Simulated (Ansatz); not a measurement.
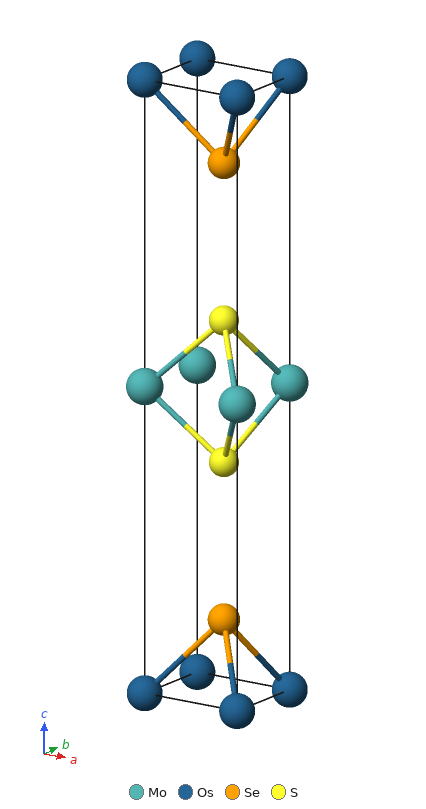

An orthographic ball-and-stick view of the structure, slightly off an axis. The lines enclose the simulation cell; boundary atoms appear with their images.

```yaml
crystal:
  lattice:
    - [3.18723, 0.00000, 0.00000]
    - [-1.59361, 2.76022, 0.00000]
    - [0.00000, 0.00000, 13.48172]
  atoms:
    - { symbol: Mo, position: [0.00000, 0.00000, 0.50000] }
    - { symbol: Os, position: [0.00000, 0.00000, 0.00000] }
    - { symbol: Se, position: [0.66667, 0.33333, 0.87216] }
    - { symbol: Se, position: [0.66667, 0.33333, 0.12784] }
    - { symbol: S, position: [0.66667, 0.33333, 0.61540] }
    - { symbol: S, position: [0.66667, 0.33333, 0.38460] }
```

The calculation used Ansatz 0.2.0, DFT PBE+D3(BJ), scalar-relativistic, plane waves, PAW, with plane waves to 420 eV, the zone sampled with 12×12×4 points, Gaussian smearing of 0.1 eV, no spin polarisation.

> What does a Bader analysis give?

Mo +1.24 e; Os +0.39 e; Se -0.17 e; S -0.64 e.

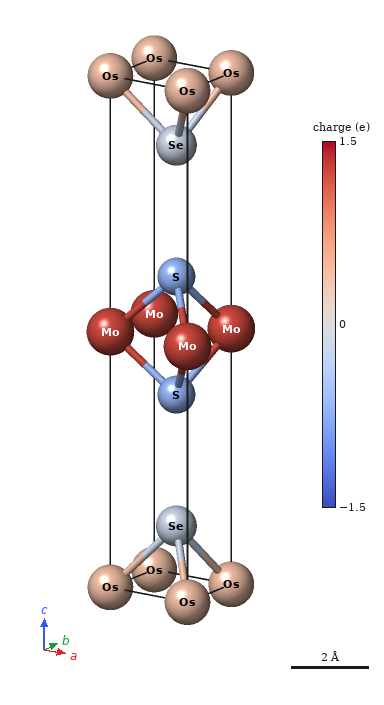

The atoms coloured by those charges.

The structure comes from a structure type filled with these elements by a generator (whether the compound takes this form wasn't checked). Earlier steps of the study, as a rule a relaxation of our own, may have changed the cell and positions, so they can lie some per cent off the listed ones. It was the input of a calculation with Ansatz.
